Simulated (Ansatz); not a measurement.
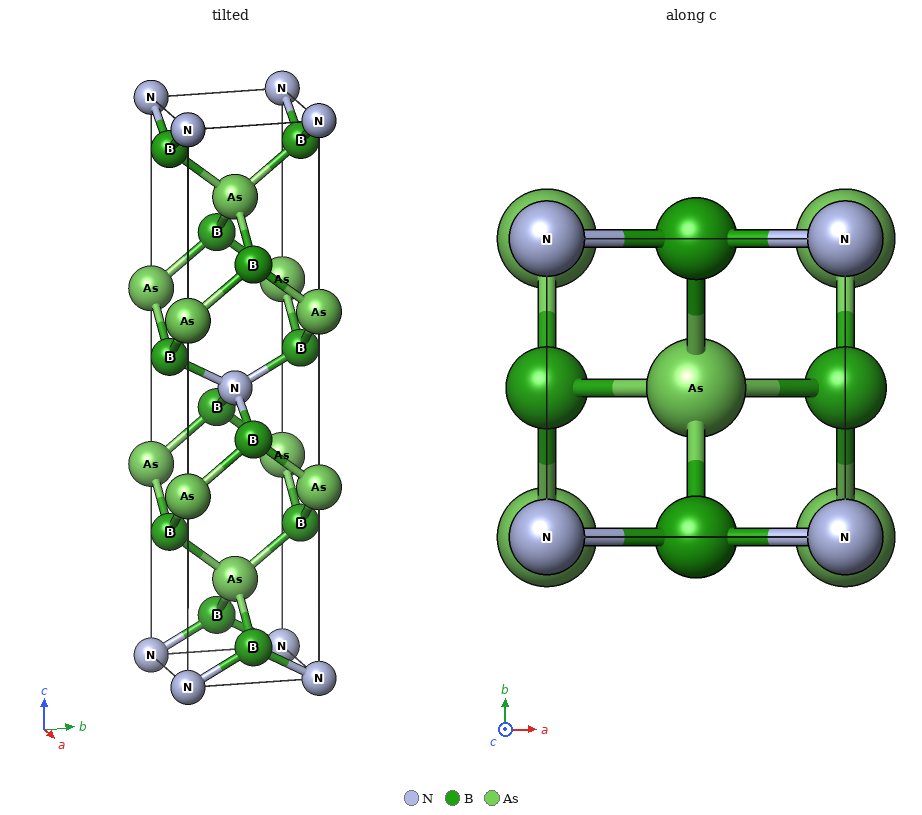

Ball-and-stick model, viewed slightly off an axis and along the c axis. Thin lines show the conventional unit cell, with boundary atoms drawn in all their periodic places.

B₃As₂N, space group I-4m2 (No. 119), a = 3.141 Å, b = 3.141 Å, c = 13.282 Å, α = 90.00°, β = 90.00°, γ = 90.00°. The structure comes from a structure type filled with these elements by a generator (whether the compound takes this form wasn't checked). Earlier steps of the study, as a rule a relaxation of our own, may have changed the cell and positions, so they can lie some per cent off the listed ones. A calculation with Ansatz used it as input.

This one geometry was computed with Ansatz (DFT, plane waves, PAW) at five levels of theory: PBE, PBE with spin-orbit coupling, PBE0, HSE06 and r2SCAN. It was relaxed beforehand with r2SCAN.

### Which level gives the highest pressure at this volume, and what does that say about its equilibrium volume?

Highest: PBE (2.4 GPa) and PBE with spin-orbit coupling (2.4 GPa), which points to the largest equilibrium volume. Lowest, with the smallest volume: PBE0 (-1.9 GPa) and HSE06 (-1.9 GPa). Levels within 0.5 GPa of each other can't be told apart.

### How does the band gap change with the level of theory?

PBE with spin-orbit coupling: a gap of 0.10 eV, direct; PBE: a gap of 0.18 eV, direct; r2SCAN: a gap of 0.38 eV, direct; HSE06: a gap of 0.92 eV, direct; PBE0: a gap of 1.61 eV, direct.

### Collect the results in a table.

| level | cutoff (eV) | k-mesh of the run's cell | gap (eV) | pressure (GPa) |
| --- | --- | --- | --- | --- |
| PBE | 420 | 12×12×12 | 0.18 | 2.4 |
| PBE with spin-orbit coupling | 420 | 12×12×12 | 0.10 | 2.4 |
| PBE0 | 420 | 6×6×6 | 1.61 | -1.9 |
| HSE06 | 420 | 6×6×6 | 0.92 | -1.9 |
| r2SCAN | 500 | 12×12×12 | 0.38 | 0.0 |

Gaps are taken on the k-mesh or band path of each run.
